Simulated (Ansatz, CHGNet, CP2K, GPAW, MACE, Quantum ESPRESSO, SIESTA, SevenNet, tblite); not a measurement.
**Other levels on H15W3C3S4N3 (P-1) (56 atoms)**

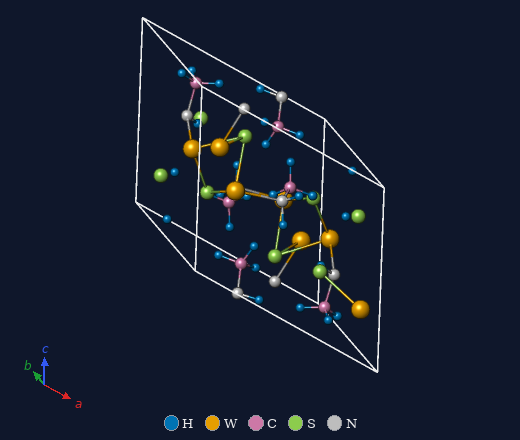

The cell (hydrogen blue, tungsten orange, carbon pink, sulfur green, nitrogen light grey). Bonds to atoms that aren't drawn are left out. Some periodic images of atoms are drawn too.

The cell holds 56 atoms: 30 H, 6 W, 6 C, 8 S and 6 N. Cell: a = 9.085 Å, b = 9.160 Å, c = 9.566 Å, α = 103.7°, β = 116.6°, γ = 106.3°. It derives from H15W3C3S4N3 (P-1), repeated 1×1×1. H15W3C3S4N3, space group P-1, structure from the Crystallography Open Database, 1 x 1 x 1 conventional cells; positions as listed; bonds to H set to neutron lengths (C-H 1.089, N-H 1.015, O-H 0.983, B-H 1.19 Å) where the listed ones are shorter. Then every atom was moved at random, 0.03 Å r.m.s. a Cartesian component (hydrogen 0.6 of that).

Geometry: as built.

The reference, a calculation:

| Item | Value |
| --- | --- |
| method | Kohn-Sham DFT, PBE, SSSP efficiency 1.3.0 pseudopotentials, plane waves (Quantum ESPRESSO 7.5); sssp-pbe-1.3.0-efficiency, cutoffs 60/480 Ry, Γ point |
| r.m.s. force component | 0.8734 eV/Å |
| longest force | 4.54 eV/Å |
| pressure | 3.567 GPa |
| gap (highest filled to lowest empty level) | 0.543 eV |
| time | 3.2 min on 2 MPI ranks of Arm Neoverse V1, shared host |
| CPU time | 6.5 min |

Runs, in no order:
A. GPAW PBE, LCAO dzp, h 0.18 Å: Kohn-Sham DFT, PBE, PAW, atomic orbitals (dzp)
B. MACE MP-0b2 small potential: machine-learned interatomic potential MACE MP-0b2 small, trained on PBE(+U) plane-wave data
C. SIESTA PBE, DZ, shift 0.01 Ry, mesh 500 Ry: Kohn-Sham DFT, PBE, PseudoDojo 0.4.1 norm-conserving pseudopotentials (converted to PSML), numerical atomic orbitals (DZ), diagonalisation
D. SIESTA PBE, SZ, shift 0.01 Ry, mesh 500 Ry: Kohn-Sham DFT, PBE, PseudoDojo 0.4.1 norm-conserving pseudopotentials (converted to PSML), numerical atomic orbitals (SZ), diagonalisation
E. CP2K PBE, DZVP-UZH, 600/70 Ry, diagonalisation: Kohn-Sham DFT, PBE, GTH-PBE pseudopotentials, Gaussian and plane waves, DZVP-MOLOPT (UZH set), diagonalisation

Q: Order them from the smallest to the largest r.m.s. force difference.

E, B, A, C, D.

```tsv
run	Δ force, r.m.s. (meV/Å)	share of r.m.s. force (%)	CPU time
E. CP2K PBE, DZVP-UZH, 600/70 Ry, diagonalisation	81.2	9.30	7.4 min
B. MACE MP-0b2 small potential	221	25.3	7.9 s
A. GPAW PBE, LCAO dzp, h 0.18 Å	331	37.9	96 s
C. SIESTA PBE, DZ, shift 0.01 Ry, mesh 500 Ry	519	59.4	85 s
D. SIESTA PBE, SZ, shift 0.01 Ry, mesh 500 Ry	1969	225	66 s
```

With short bonds to hydrogen, sets of potentials differ among themselves by several per cent in forces even at converged cutoffs, so the reference isn't exact here either. Machine-learned potentials mimic data converged in k, so the reference's own k-point error enters their differences. The runs have no spin polarisation, so any moments at edges, vacancies or dangling bonds can't form. The electronic-structure runs sample only Γ, in a cell whose shortest periodic width is 7 Å.

[Logs are printed without paths, hosts, clocks, repeated set-up lines and the standing remarks that a program may print on its own settings, such as how far it seeks lower states.]

[Hosts, paths, dates, database ids (printed as entryN), source tags and the programs' standing remarks are cut or masked in the printed files.]
